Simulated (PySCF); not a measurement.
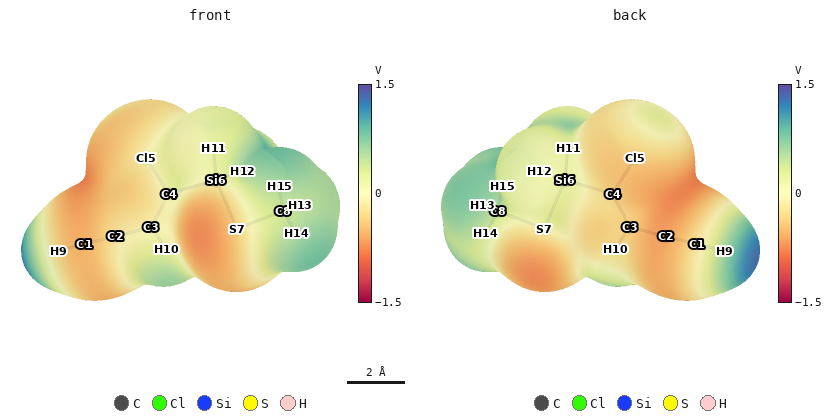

The picture shows: C₅H₇ClSSi. The molecular electrostatic potential painted on the density surface at 0.001 e/bohr³, seen from the front and from behind; red is negative and blue positive.

Geometry: GFN2-xTB.

All numbers below come from PBE0/pcSseg-1, SCF density, gas phase, non-relativistic in PySCF 2.14.0.

```xyz
15

C    -4.4179   -0.1625    0.1706
C    -3.2229   -0.1831    0.0409
C    -1.8259   -0.2164   -0.0934
C    -0.9560   -0.1131    0.9174
Cl   -1.5281    0.0839    2.5428
Si    0.9149   -0.1720    0.7829
S     1.3273   -0.4183   -1.3051
C     3.1449   -0.4008   -1.2507
H    -5.4617   -0.1449    0.2737
H    -1.4372   -0.3375   -1.0965
H     1.4590   -1.3139    1.5156
H     1.5191    1.0781    1.2386
H     3.4881    0.5539   -0.8659
H     3.4925   -0.5387   -2.2686
H     3.4995   -1.2124   -0.6242
```

Question: Which sites attract a positive test charge, and which a negative one?

Answer: A positive charge is drawn to the negative regions and a negative charge to the positive ones. The most negative region (about −0.8 V) lies over C1, C2, Cl5 and S7, the most positive (about +1.3 V) over H9. Cl5 shows a σ-hole: about +0.2 V at the tip opposite its bond, against about −0.4 V on its flanks.

Question: What dipole moment does the calculation give?

Answer: Its dipole moment is 1.55 D.
